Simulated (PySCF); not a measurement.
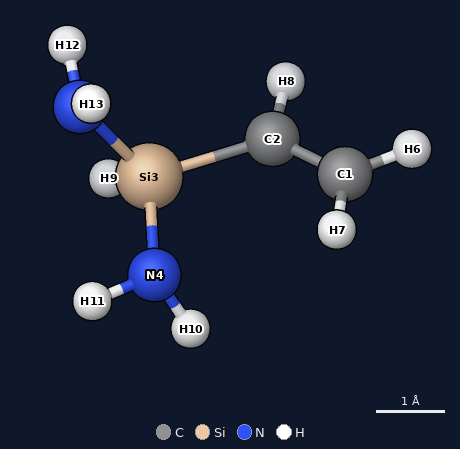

C$_{2}$H$_{8}$N$_{2}$Si, before the relaxation. A ball-and-stick model, seen at a tilt.

The start comes from GFN2-xTB. Its atoms were then displaced at random by about 0.01 Å.

The calculation used PySCF, PBE0-D3(BJ)/def2-SVP geometry optimisation, gas phase.

```xyz
13

C     1.8232    0.0638    1.1392
C     1.3271   -0.3226   -0.0347
Si   -0.5115   -0.4228   -0.5261
N    -1.3706   -0.1773    0.9236
N    -1.0950    0.8064   -1.5820
H     2.8555    0.1515    1.3525
H     1.1504    0.3871    1.9313
H     2.0654   -0.5986   -0.7998
H    -0.7104   -1.6634   -1.2473
H    -1.2235   -0.7947    1.7146
H    -2.4058   -0.0505    0.8322
H    -0.7212    0.8450   -2.5022
H    -1.1777    1.7593   -1.2117
```

### What does the optimiser find from here?

The energy falls by 0.183 eV in 11 geometry steps. The atom that moves furthest after the best rigid fit is H13 (0.34 Å). By element the largest moves are H 0.34 Å, N 0.11 Å, C 0.10 Å, Si 0.04 Å. Near-neighbour distances that change, for instance: Si3–H9 1.449 → 1.502 Å, C1–H6 1.058 → 1.096 Å, N4–H11 1.047 → 1.014 Å, C2–Si3 1.906 → 1.876 Å. Bond angles that change, for instance: H10–N4–H11 106.6° → 111.2°, C1–C2–Si3 127.0° → 123.5°, N4–Si3–N5 104.4° → 106.5°. Groups turn about Si3–N5 by about 25°.

Step by step:

```csv
step,"E − E(0), eV"
0,0.0000
1,-0.1023
2,-0.1381
3,-0.1577
4,-0.1666
5,-0.1732
6,-0.1788
7,-0.1811
8,-0.1819
9,-0.1825
10,-0.1827
11,-0.1829
```

The structure at the end:

```xyz
13

C     1.7538    0.1292    1.1401
C     1.3187   -0.3582   -0.0287
Si   -0.4889   -0.3922   -0.5288
N    -1.3752   -0.2730    0.9522
N    -1.0466    0.8962   -1.5395
H     2.8169    0.1634    1.4061
H     1.0521    0.5220    1.8852
H     2.0700   -0.7309   -0.7392
H    -0.7044   -1.6134   -1.3754
H    -1.1233   -0.8575    1.7411
H    -2.3791   -0.1391    0.9016
H    -1.0285    0.7783   -2.5454
H    -0.8598    1.8585   -1.2796
```

After the run, drawn alike:

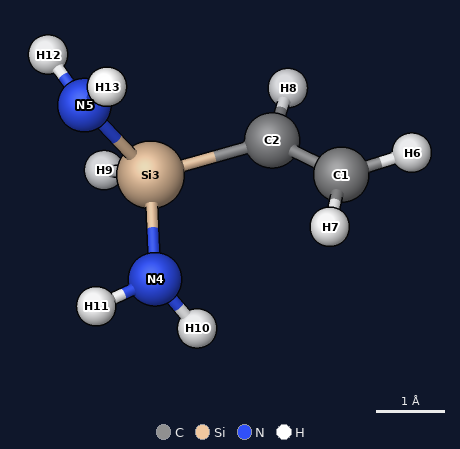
